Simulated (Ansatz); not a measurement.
**H₂Si···CH₄O: density, localisation and related maps**

The calculation's input:

```
crystal:
  periodic: [false, false, false]
  atoms:
    - { symbol: Si, position_ang: [-0.002555, 0.123526, -1.077108] }
    - { symbol: O, position_ang: [0.989347, 0.266362, 1.594193] }
    - { symbol: C, position_ang: [0.105278, -0.376654, 2.520234] }
    - { symbol: H, position_ang: [-0.549606, -1.133605, 2.034753] }
    - { symbol: H, position_ang: [0.674762, -0.854806, 3.348152] }
    - { symbol: H, position_ang: [-0.539001, 0.413966, 2.951461] }
    - { symbol: H, position_ang: [1.471961, -0.429687, 1.077854] }
    - { symbol: H, position_ang: [-1.036219, 1.25932, -0.901074] }
    - { symbol: H, position_ang: [-0.984066, -0.912423, -0.469765] }
basis:
  gaussian: { orbitals: def2-SVP }
hamiltonian:
  xc: revpbe
  dispersion: d4
relax:
  f_tol: 0.03
  max_steps: 50
output:
  orbitals: {}
```

Launched as:

```sh
ansatz run input.yaml --threads 1 --pin off --max-ram 2048MiB --backend cpu --events-out ev --progress --plain --runs-dir out
```

The fields are those of the run's last geometry, not of the input's.

These are results of RKS revPBE-D4/def2-SVP in Ansatz, not measurements.

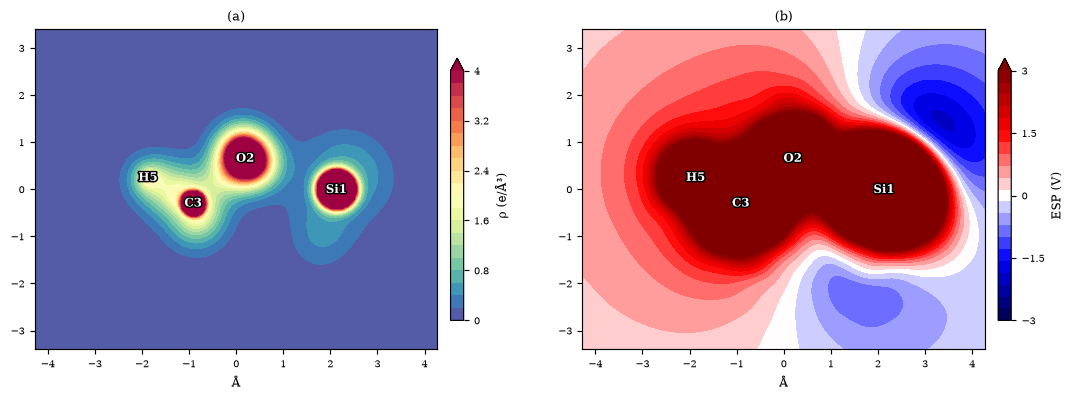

Figure 1. (a) total electron density; (b) electrostatic potential on the plane of atoms O2, C3 and H5.

### What do the fields say about this system?

Atoms in the plane: Si, O, C and H.
Si1···O2 (2.06 Å): the density falls to about 0.35 e/Å³ on the way.
C–O (1.45 Å): ρ at the midpoint is about 1.9 e/Å³, with its minimum of 1.5 e/Å³ about 0.5 Å from C.
C–H (1.11 Å): ρ at the midpoint is about 1.9 e/Å³.
Outside the dense part of the complex the potential is most negative (−1.9 V) near Si1.

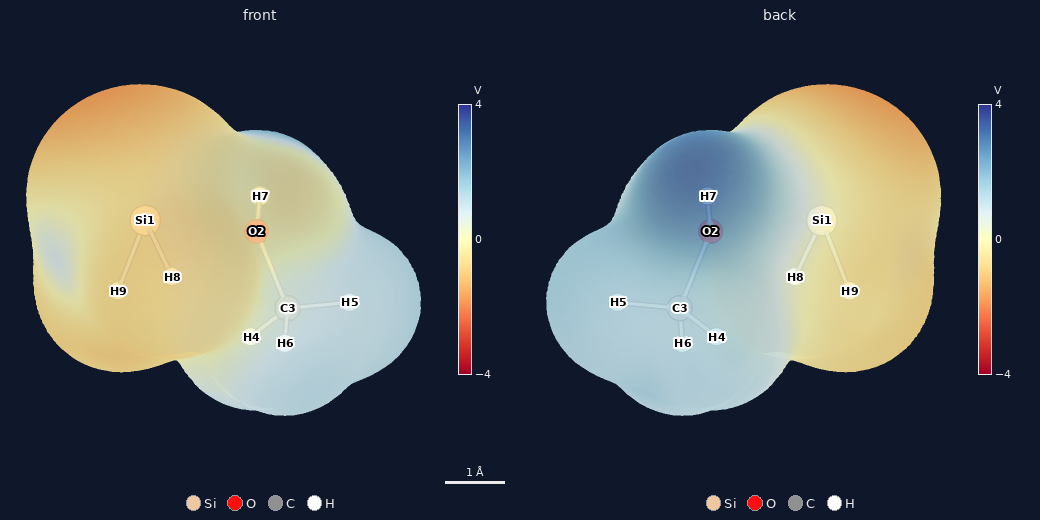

Figure 2. The electrostatic potential painted on the density surface at 0.002 e/bohr³, seen from the front and from behind; red is negative and blue positive.

### Which sites attract a positive test charge, and which a negative one?

A positive charge is drawn to the negative regions and a negative charge to the positive ones. The most negative region (about −1.7 V) lies over Si1, the most positive (about +3.3 V) over H7.

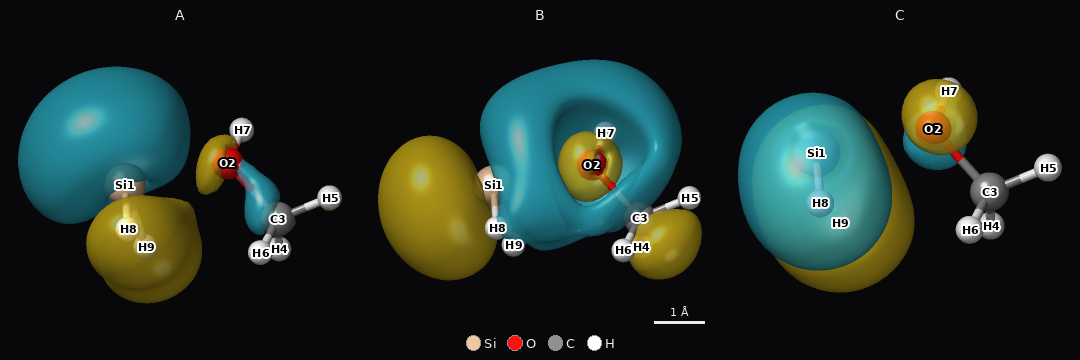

Figure 3. Three frontier orbitals at ±0.08 Å⁻³ᐟ² (yellow and cyan are the two phases), in no order.

### Which picture is the HOMO−1, the HOMO and the LUMO?

C is the HOMO−1 (−6.63 eV). Its weight (Hirshfeld) is mainly on Si1 (about 40 %), H9 (about 25 %) and H8 (about 25 %). A is the HOMO (−4.44 eV). It lies mainly on Si1 (about 75 %), H9 (about 10 %) and H8 (about 10 %). B is the LUMO (−1.31 eV). It lies mainly on Si1 (about 55 %), H7 (about 15 %), O2 (about 15 %) and C3 (about 10 %).

### What is the HOMO–LUMO gap?

3.13 eV between the orbital energies.
